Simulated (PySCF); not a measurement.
# C2H2F2O2: NMR shifts, electronic excitations and K edges in gas and solvents, part 2 of 2

PySCF 2.14.0. Atoms count from 0. Earlier steps stand in the parts before.

### Step 9. Excited states and response: CAM-B3LYP/def2-SVPD in chloroform

Job settings and geometry (Å):

```
{"job": {"kind": "uv", "xc": "CAM-B3LYP", "basis": "def2-SVPD", "solvent": "chloroform", "nstates": 6, "ntriplets": 0}, "charge": 0, "multiplicity": 1}
O      0.957553    -0.825569    -1.177284
C      0.460752    -0.035951    -0.430940
O      0.773567     1.256436    -0.357220
C     -0.639294    -0.364987     0.581627
F     -0.803573    -1.687322     0.643088
F     -1.787428     0.206164     0.164280
H      1.446921     1.431279    -1.033685
H     -0.392506     0.028109     1.583863
```

With the program's defaults for keys left out, this is: TDDFT CAM-B3LYP/def2-SVPD, vertical, IEF-PCM chloroform (non-equilibrium linear response), core orbitals frozen in the response.

Standard output:

```text
coarse grid: 7760 points
cycle   1  E = -426.8368945245  dE =  1.147e+00  |g| = 1.113e+00  |ddm| = 3.313e+00
cycle   2  E = -426.6065843478  dE =  2.303e-01  |g| = 1.641e+00  |ddm| = 2.227e+00
cycle   3  E = -427.0667877325  dE = -4.602e-01  |g| = 1.612e-01  |ddm| = 1.373e+00
cycle   4  E = -427.0703563378  dE = -3.569e-03  |g| = 8.316e-02  |ddm| = 1.827e-01
cycle   5  E = -427.0715660683  dE = -1.210e-03  |g| = 9.432e-03  |ddm| = 7.036e-02
cycle   6  E = -427.0715846824  dE = -1.861e-05  |g| = 2.864e-03  |ddm| = 1.384e-02
cycle   7  E = -427.0715867901  dE = -2.108e-06  |g| = 8.244e-04  |ddm| = 4.858e-03
final grid: 78784 points
cycle   8  E = -427.1441732667  dE = -2.227e-05  |g| = 3.517e-03  |ddm| = 3.946e-02
cycle   9  E = -427.1441720305  dE =  1.236e-06  |g| = 4.607e-03  |ddm| = 6.245e-03
cycle  10  E = -427.1441753817  dE = -3.351e-06  |g| = 3.934e-04  |ddm| = 3.244e-03
cycle  11  E = -427.1441754002  dE = -1.851e-08  |g| = 3.028e-04  |ddm| = 5.418e-04
cycle  12  E = -427.1441754166  dE = -1.643e-08  |g| = 2.799e-05  |ddm| = 2.748e-04
cycle  13  E = -427.1441754169  dE = -2.864e-10  |g| = 1.515e-05  |ddm| = 5.229e-05
converged SCF energy = -427.1441754169

Static polarisability (au): isotropic 39.999, principal 32.281 42.214 45.503

Singlet excitations
state   eV       nm        f      main configurations
  1   5.7215    216.7   0.00068   H->L 0.94
  2   8.1655    151.8   0.08669   H-1->L 0.51, H->L+1 0.41
  3   8.3734    148.1   0.01988   H-2->L 0.81
  4   8.4970    145.9   0.13972   H->L+1 0.47, H-1->L 0.30, H-2->L 0.09
  5   9.1744    135.1   0.00232   H-1->L+1 0.89
  6   9.3647    132.4   0.05734   H->L+2 0.75
```

Run time: 31 s. Hardware: 1 thread, shared host.

In short: HOMO -10.43 eV, LUMO 0.25 eV; lowest singlet 5.72 eV.

### Step 10. Excited states and response: CAM-B3LYP/def2-SVPD in cyclohexane

The job, as its differences from that of step 9:

```diff
@@ -1,2 +1,2 @@
-{"job": {"kind": "uv", "xc": "CAM-B3LYP", "basis": "def2-SVPD", "solvent": "chloroform", "nstates": 6, "ntriplets": 0}, "charge": 0, "multiplicity": 1}
+{"job": {"kind": "uv", "xc": "CAM-B3LYP", "basis": "def2-SVPD", "solvent": "cyclohexane", "nstates": 6, "ntriplets": 0}, "charge": 0, "multiplicity": 1}
 O      0.957553    -0.825569    -1.177284
```

With the program's defaults for keys left out, this is: TDDFT CAM-B3LYP/def2-SVPD, vertical, IEF-PCM cyclohexane (non-equilibrium linear response), core orbitals frozen in the response.

Standard output:

```text
coarse grid: 7760 points
cycle   1  E = -426.8279224543  dE =  1.156e+00  |g| = 1.122e+00  |ddm| = 3.313e+00
cycle   2  E = -426.5749742006  dE =  2.529e-01  |g| = 1.686e+00  |ddm| = 2.251e+00
cycle   3  E = -427.0613118423  dE = -4.863e-01  |g| = 1.784e-01  |ddm| = 1.400e+00
cycle   4  E = -427.0658467856  dE = -4.535e-03  |g| = 8.675e-02  |ddm| = 1.990e-01
cycle   5  E = -427.0671661435  dE = -1.319e-03  |g| = 9.722e-03  |ddm| = 7.426e-02
cycle   6  E = -427.0671861902  dE = -2.005e-05  |g| = 2.923e-03  |ddm| = 1.460e-02
cycle   7  E = -427.0671883907  dE = -2.201e-06  |g| = 9.131e-04  |ddm| = 5.035e-03
final grid: 78784 points
cycle   8  E = -427.1397923987  dE = -2.219e-05  |g| = 3.627e-03  |ddm| = 3.914e-02
cycle   9  E = -427.1397909808  dE =  1.418e-06  |g| = 4.804e-03  |ddm| = 6.400e-03
cycle  10  E = -427.1397946276  dE = -3.647e-06  |g| = 4.376e-04  |ddm| = 3.359e-03
cycle  11  E = -427.1397946522  dE = -2.460e-08  |g| = 3.079e-04  |ddm| = 5.730e-04
cycle  12  E = -427.1397946693  dE = -1.712e-08  |g| = 3.117e-05  |ddm| = 2.842e-04
cycle  13  E = -427.1397946696  dE = -3.236e-10  |g| = 1.583e-05  |ddm| = 5.494e-05
converged SCF energy = -427.1397946696

Static polarisability (au): isotropic 37.401, principal 30.149 40.055 41.999

Singlet excitations
state   eV       nm        f      main configurations
  1   5.6794    218.3   0.00067   H->L 0.94
  2   8.0819    153.4   0.06857   H->L+1 0.57, H-1->L 0.35
  3   8.3671    148.2   0.02041   H-2->L 0.80, H-1->L 0.08
  4   8.4803    146.2   0.15029   H-1->L 0.42, H->L+1 0.32, H-2->L 0.11
  5   9.0370    137.2   0.00296   H-1->L+1 0.91
  6   9.2651    133.8   0.06315   H->L+2 0.75, H-1->L 0.08
```

Run time: 31 s. Hardware: 1 thread, shared host.

In short: HOMO -10.45 eV, LUMO 0.20 eV; lowest singlet 5.68 eV.

### Step 11. Core excitations: BHandHLYP/aug-pcX-1+pcseg-1

The job, as its differences from that of step 10:

```diff
@@ -1,2 +1,2 @@
-{"job": {"kind": "uv", "xc": "CAM-B3LYP", "basis": "def2-SVPD", "solvent": "cyclohexane", "nstates": 6, "ntriplets": 0}, "charge": 0, "multiplicity": 1}
+{"job": {"kind": "xas", "xc": "BHandHLYP", "basis": {"default": "aug-pcX-1", "H": "pcseg-1"}}, "charge": 0, "multiplicity": 1}
 O      0.957553    -0.825569    -1.177284
```

Method: core-valence-separated TDA BHandHLYP/aug-pcX-1 H:pcseg-1, K edges, non-relativistic, gas phase.

Standard output:

```text
coarse grid: 7760 points
cycle   1  E = -427.0638960059  dE =  1.149e+00  |g| = 1.099e+00  |ddm| = 3.038e+00
cycle   2  E = -426.8877361822  dE =  1.762e-01  |g| = 1.545e+00  |ddm| = 1.604e+00
cycle   3  E = -427.2767507131  dE = -3.890e-01  |g| = 1.769e-01  |ddm| = 1.044e+00
cycle   4  E = -427.2810808397  dE = -4.330e-03  |g| = 8.608e-02  |ddm| = 1.553e-01
cycle   5  E = -427.2823006327  dE = -1.220e-03  |g| = 9.232e-03  |ddm| = 6.078e-02
cycle   6  E = -427.2823207075  dE = -2.007e-05  |g| = 2.767e-03  |ddm| = 1.068e-02
cycle   7  E = -427.2823229896  dE = -2.282e-06  |g| = 1.142e-03  |ddm| = 3.791e-03
final grid: 78784 points
cycle   8  E = -427.3120988562  dE = -9.125e-05  |g| = 3.256e-03  |ddm| = 2.024e-02
cycle   9  E = -427.3120985920  dE =  2.642e-07  |g| = 3.000e-03  |ddm| = 3.441e-03
cycle  10  E = -427.3120998628  dE = -1.271e-06  |g| = 7.324e-04  |ddm| = 2.036e-03
cycle  11  E = -427.3120999394  dE = -7.664e-08  |g| = 3.487e-04  |ddm| = 5.750e-04
cycle  12  E = -427.3120999588  dE = -1.937e-08  |g| = 3.705e-05  |ddm| = 2.188e-04
cycle  13  E = -427.3120999593  dE = -5.751e-10  |g| = 2.262e-05  |ddm| = 5.866e-05
converged SCF energy = -427.3120999593

C K edge
   eV          f      from atoms
  284.997   0.08409   C1
  288.708   0.03632   C3
  289.960   0.05876   C3
  290.190   0.00229   C1
  291.080   0.03263   C3
  291.098   0.00293   C1
  291.538   0.02951   C3
  291.844   0.00551   C1
  291.872   0.00267   C1
  292.245   0.01940   C3
  292.382   0.02022   C1
  292.926   0.00549   C1

O K edge
   eV          f      from atoms
  529.259   0.04693   O0
  533.015   0.01956   O2
  533.592   0.02480   O2
  533.724   0.00320   O0
  534.718   0.00526   O0
  535.314   0.00142   O0
  535.612   0.00172   O0
  536.054   0.00898   O2
  536.324   0.00294   O0
  536.491   0.00120   O0
  536.541   0.00096   O0
  536.771   0.00465   O2

F K edge
   eV          f      from atoms
  685.300   0.02554   F5
  686.507   0.00734   F4
  686.740   0.02414   F4
  687.548   0.00593   F5
  687.687   0.00881   F4
  688.114   0.00421   F5
  688.396   0.00108   F5
  688.494   0.00150   F4
  688.571   0.00448   F5
  688.630   0.00695   F4
  688.988   0.00830   F4
  689.144   0.01328   F5
```

It took 34 s on 1 thread, shared host.

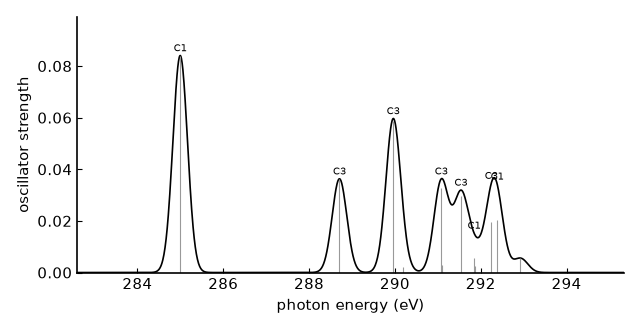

The C K edge. Lines are broadened to a width of 0.40 eV (Gaussian).

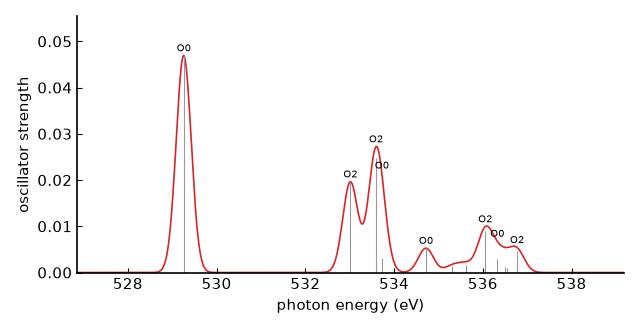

The O K edge. Lines are broadened to a width of 0.40 eV (Gaussian).

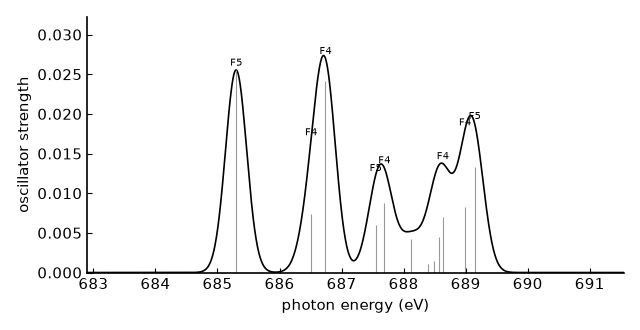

The F K edge. Lines are broadened to a width of 0.40 eV (Gaussian).

### Step 12. Run by run: NMR shifts

Shifts (ppm), means over like atoms, with basis size and wall time (the measured row can stand on another reference than the computed rows):

```tsv
run	C1	C3	H6	H7	O0	O2	F4	functions	time
PBE0/pcSseg-1 in chloroform	169.2	110.6	6.90	6.05	425.4	213.9	-145.9	112	20 s
PBE0/pcSseg-1 in cyclohexane	168.0	110.1	6.53	5.93	431.6	209.8	-144.6	112	17 s
PBE0/pcSseg-1 in water	170.3	111.2	7.22	6.16	419.4	217.6	-147.1	112	16 s
WP04/pcSseg-1 in chloroform	169.5	113.4	7.21	6.08	416.4	208.9	-140.3	112	16 s
wB97X-D/pcSseg-1 in chloroform	170.2	110.8	6.94	6.03	421.8	209.1	-139.7	112	20 s
measured	–	–	–	–	–	–	-127.0	–	–
```

Measured: Wikipedia, Fluorine-19 nuclear magnetic resonance spectroscopy.

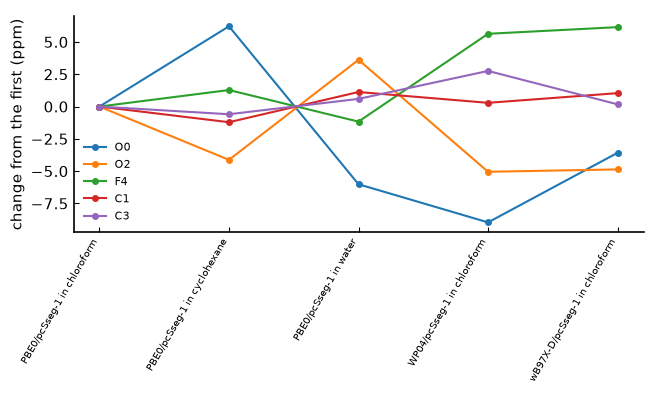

How five of the tabulated atoms move from run to run.

### Step 13. Side by side: electronic excitations

Excitations and ground-state properties, with basis size and wall time:

```tsv
run	lowest singlet (eV)	brightest (eV)	f	gap (eV)	α (Å³)	μ (D)	functions	time
CAM-B3LYP/def2-SVPD	5.63	8.53	0.123	10.61	5.11	2.88	148	37 s
CAM-B3LYP/def2-SVPD in chloroform	5.72	8.50	0.140	10.68	5.93	3.43	148	31 s
CAM-B3LYP/def2-SVPD in cyclohexane	5.68	8.48	0.150	10.65	5.54	3.18	148	31 s
```

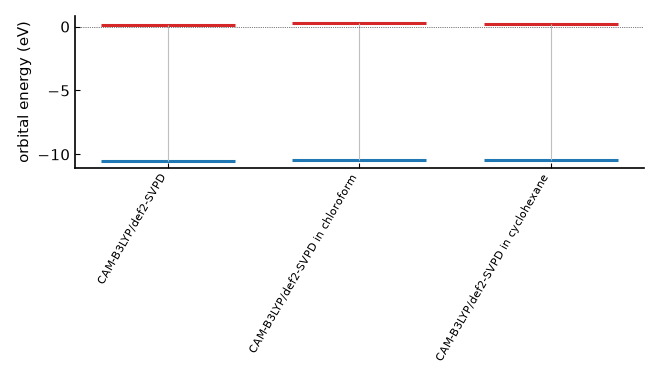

HOMO (blue) and LUMO (red) run by run.

The continuum's effect on the ground state:

```tsv
solvent	ε	polarisation energy (Eh)	μ (D)
cyclohexane	2.02	-0.0056	3.18
chloroform	4.71	-0.0108	3.43
```

### Step 14. Results

What follows sums up all 2 parts.

```
                                                                             quantity                                                  value
                                                                          point group                                                     C1
                                                 rotational constants (main isotopes)                                   5.60, 3.23, 2.32 GHz
                                   13C shifts against TMS (PBE0/pcSseg-1, chloroform)                                       169.2, 110.6 ppm
                                    1H shifts against TMS (PBE0/pcSseg-1, chloroform)                                         6.90, 6.05 ppm
                                   17O shifts against H2O (PBE0/pcSseg-1, chloroform)                                       425.4, 213.9 ppm
19F shifts against CFCl3 (PBE0/pcSseg-1, chloroform, means over atoms taken as alike)                                             -145.9 ppm
                                             measured, and computed on the same scale                                F4 δ -127.0, -145.9 ppm
                                                 lowest singlet (CAM-B3LYP/def2-SVPD)                            5.63 eV (220 nm), f = 0.001
                                             brightest single state of those computed                            state 4, 8.53 eV, f = 0.123
                                                                             C K edge  first line 285.00 eV, strongest 285.00 eV (f = 0.084)
                                                                             O K edge  first line 529.26 eV, strongest 529.26 eV (f = 0.047)
                                                                             F K edge  first line 685.30 eV, strongest 685.30 eV (f = 0.026)
                                        range of the shift of O0 (PBE0/pcSseg-1 runs)                                     419.4 to 431.6 ppm
                                                          range of the lowest singlet                                        5.63 to 5.72 eV
```

In words: Vibration and temperature are missing from the calculation, so part of the miss against the measured shifts is not the functional's. The lowest singlet, at 5.63 eV, is HOMO→LUMO 0.94 and is dark; of the 6 states computed, the strongest absorption comes from state 4 at 8.53 eV (the last state computed is bright too, and its partners may lie past the list). At the C edge the strongest single line lifts a 1s electron of C1 into several orbitals, led by LUMO (weight 0.68), and it is the first line. At the O edge the strongest single line lifts a 1s electron of O0 into several orbitals, led by LUMO (weight 0.69), and it is the first line. At the F edge the strongest single line lifts a 1s electron of F5 into several orbitals, led by LUMO (weight 0.62), and it is the first line. Absolute edge energies from this method are off by several eV; spacings are better. The lowest singlet runs from 5.63 eV (CAM-B3LYP/def2-SVPD) to 5.72 eV (CAM-B3LYP/def2-SVPD in chloroform), while the orbital gap spans 10.61 to 10.68 eV. The lowest state need not be the same one in every run. The continuum holds electrostatics alone: no hydrogen bonds to the solvent, and the gas-phase geometry is kept.
